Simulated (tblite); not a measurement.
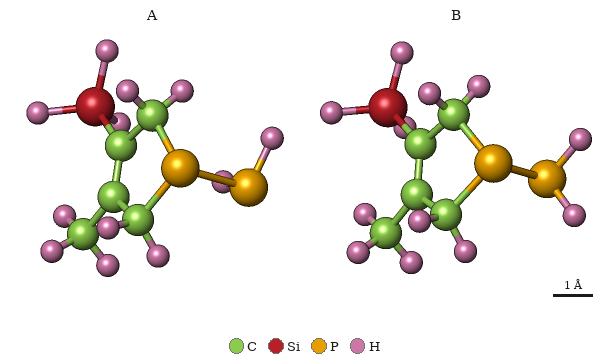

Two geometries of C$_{5}$H$_{12}$P$_{2}$Si, drawn at one scale. One is the start of a relaxation, the other its converged end. Style: ball-and-stick. Shown at a tilt.

These are results of GFN2-xTB geometry optimisation, gas phase in tblite 0.8.0, not measurements. 

Which one is relaxed?

Structure B is the relaxed one. The largest move after the best rigid fit is that of an H atom, 2.14 Å. Largest moves by element: H 2.14 Å, P 0.49 Å, Si 0.30 Å, C 0.20 Å. Some distances before and after: P–P 2.306 → 2.176 Å, C–P 1.805 → 1.862 Å, C–P 1.825 → 1.865 Å, H–Si 1.494 → 1.467 Å. Bond angles that change, for instance: C–P–C 99.1° → 89.9°, C–C–P 100.2° → 106.8°, P–P–H 98.5° → 92.6°. Groups turn about P–P by about 120°. Over 154 geometry steps the energy falls by 0.598 eV. The run took 1.3 s on 1 thread of Arm Neoverse V2, with other jobs on the host.
